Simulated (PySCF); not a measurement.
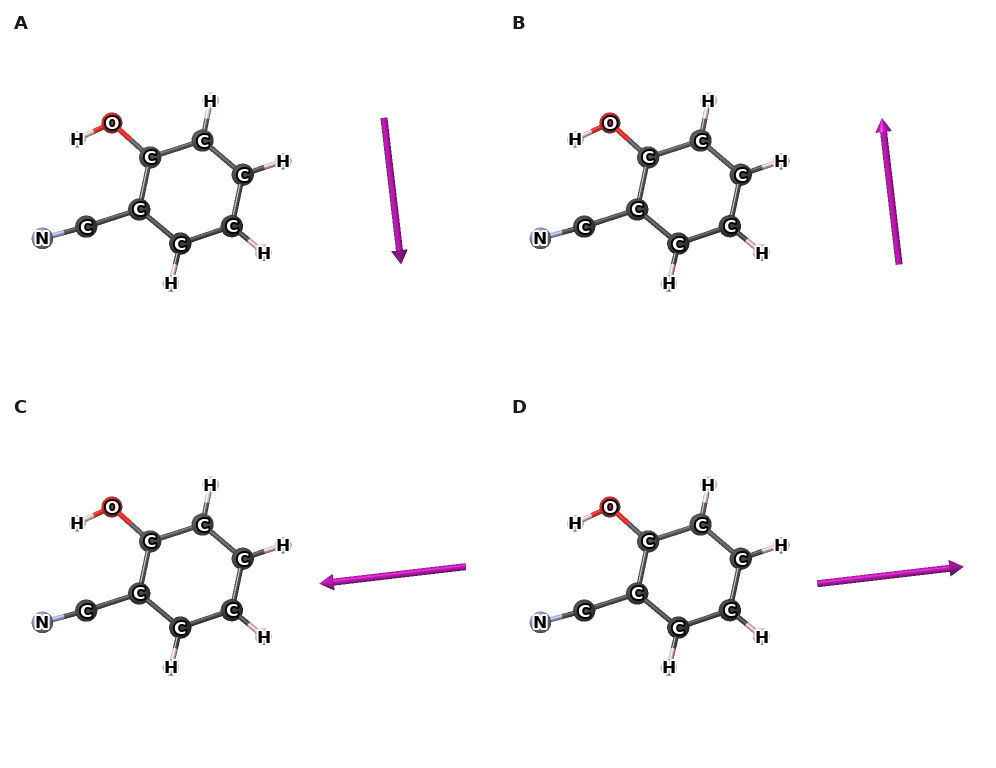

The same molecule four times, each with an arrow. The computed structure is the end point of a GFN2-xTB optimisation. No frequency run is at hand to confirm it as a minimum. Level of theory: CAM-B3LYP/def2-SVPD, gas phase (PySCF 2.14.0).

Which arrow points along the dipole moment, from the negative to the positive end?

Answer. D. The dipole moment is 3.60 D.
